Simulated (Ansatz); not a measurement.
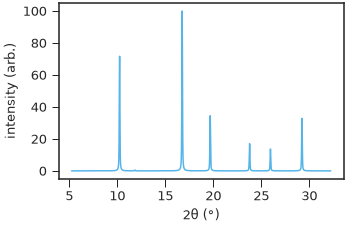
Simulated powder pattern, Ag Kα, λ = 0.560885 Å

The pattern belongs to a structure relaxed with DFT-PBE in the program Ansatz with PAW potentials.

Which compound is it?
(A) Si2Ni, fluorite or antifluorite type
(B) Mg2Si, fluorite or antifluorite type
(C) ZrSi, rock salt
(D) SiS2, R3m (Si on 3a, S on 3a, S on 3a)

A, Si2Ni, fluorite or antifluorite type

Space group Fm-3m (fluorite or antifluorite type). The cell was relaxed with PBE under the symmetry of its start. The workflow began spin-polarised and lost its moments.

Potentials: the later of the program's two PAW sets.
